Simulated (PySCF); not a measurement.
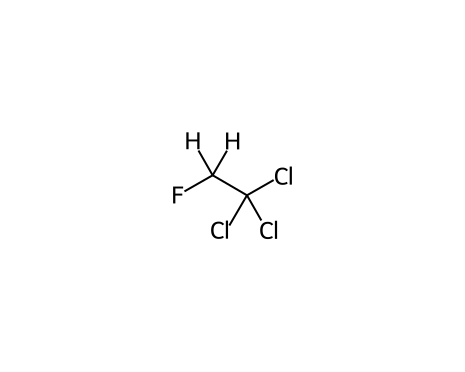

Skeletal drawing of a molecule.

**Transcribe the drawing into SMILES.**

FCC(Cl)(Cl)Cl

**What is the molecular formula?**

C2H2Cl3F.

**An optimisation with GFN2-xTB gave a structure of which point group?**

Cs.

The parts below concern this one geometry. Atoms keep their numbers from picture to picture. The computed structure is the end point of a GFN2-xTB optimisation. No frequency run is at hand to confirm it as a minimum.

## Geometry

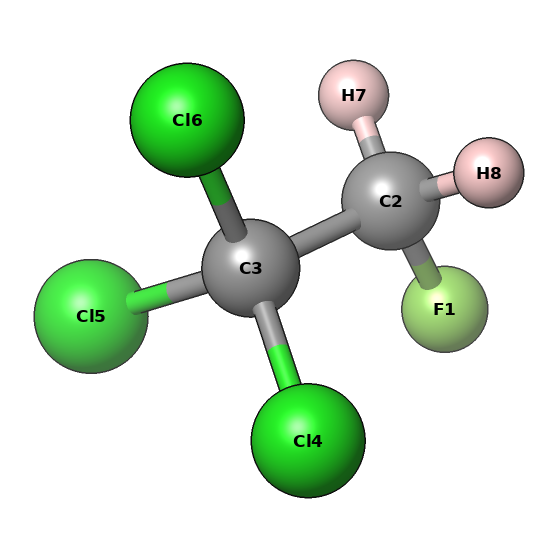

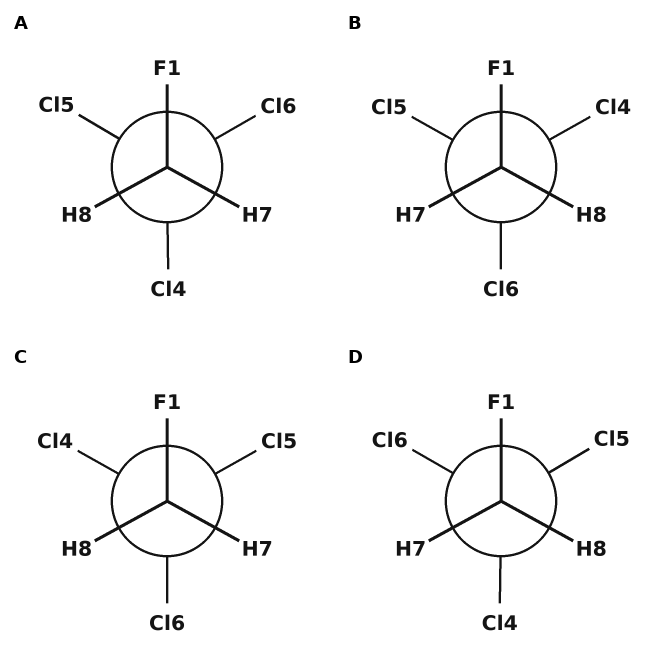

Distant atoms are faded towards the background colour. Bonds that would overlap in a projection are set slightly apart. No frequency run is at hand to confirm it as a minimum.

**Which Newman projection shows the view along C2–C3, with C2 in front?**

B. The torsion angle F1–C2–C3–Cl4 is 61°, synclinal (gauche).

## Electronic properties

No frequency run is at hand to confirm it as a minimum. Method: PBE0/def2-SVPD, gas phase (PySCF 2.14.0). Excitations: vertical, linear response.

What does the calculation give?

- dipole moment: 1.60 D
- HOMO energy (Kohn–Sham orbital): −9.02 eV
- LUMO energy (Kohn–Sham orbital): −1.04 eV
- HOMO–LUMO gap: 7.98 eV
- mean static polarisability: 67.9 bohr³
- lowest vertical singlet excitation: 6.39 eV
- its oscillator strength: 0.000

## Charges

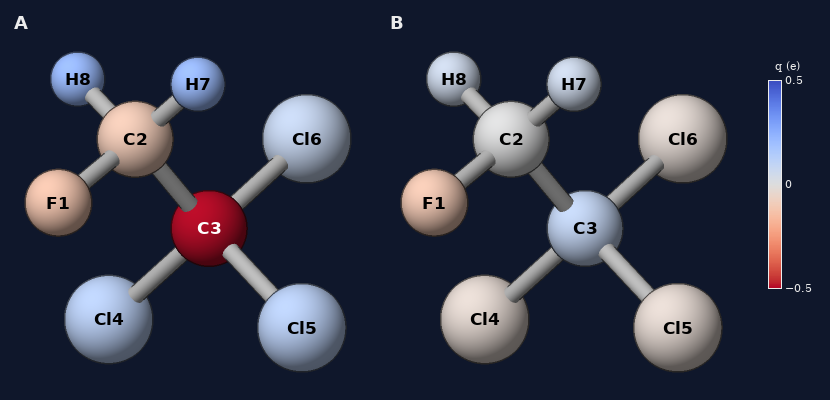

Atomic charges of one calculation by 2 schemes, on one colour scale. No frequency run is at hand to confirm it as a minimum. Method: PBE0/pcSseg-1 (PySCF 2.14.0).

**The schemes are ESP-fitted, Hirshfeld. Which panel shows which?**

A ESP-fitted, B Hirshfeld.

List the charges (e), one line for each set of equivalent atoms.

```json
{"atom": "F1", "ESP-fitted": "−0.12", "Hirshfeld": "−0.10"}
{"atom": "C2", "ESP-fitted": "−0.10", "Hirshfeld": "0.00"}
{"atom": "C3", "ESP-fitted": "−0.49", "Hirshfeld": "0.09"}
{"atom": "Cl4, Cl5", "ESP-fitted": "0.11", "Hirshfeld": "−0.03"}
{"atom": "Cl6", "ESP-fitted": "0.08", "Hirshfeld": "−0.02"}
{"atom": "H7, H8", "ESP-fitted": "0.20", "Hirshfeld": "0.05"}
```

## Quadrupole coupling

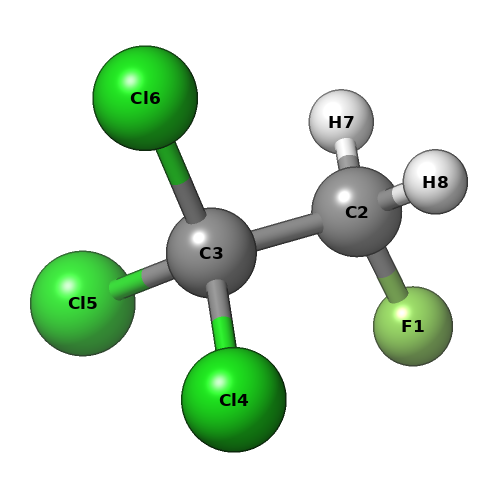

No frequency run is at hand to confirm it as a minimum. Electric field gradients from the ground-state density, PBE0/pcSseg-1 (PySCF 2.14.0), non-relativistic apart from any core potentials.

Give the largest field-gradient component, the quadrupole coupling constant and the asymmetry for 35Cl at Cl4 (Q = −81.7 mb), 35Cl at Cl6 (Q = −81.7 mb), 2H at H7 (Q = 2.86 mb).

| atom | V_zz (a.u.) | e²qQ/h (MHz) | η |
| --- | --- | --- | --- |
| Cl4 | 4.387 | −84.2 | 0.00 |
| Cl6 | 4.296 | −82.5 | 0.02 |
| H7 | 0.282 | 0.190 | 0.06 |

## Bond orders

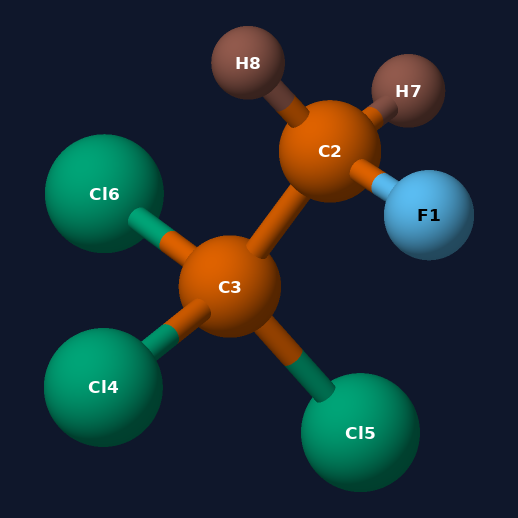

Every bond is drawn as one stick. No frequency run is at hand to confirm it as a minimum. Method: PBE0/pcSseg-1 (PySCF 2.14.0).

List the Mayer bond orders of F1–C2, C2–C3, C2–H7, C3–Cl4, C3–Cl6 (one bond of each equivalent set).

```tsv
bond	Mayer order	length (Å)
F1–C2	0.94	1.360
C2–C3	0.86	1.525
C2–H7	0.94	1.095
C3–Cl4	1.04	1.775
C3–Cl6	1.03	1.777
```
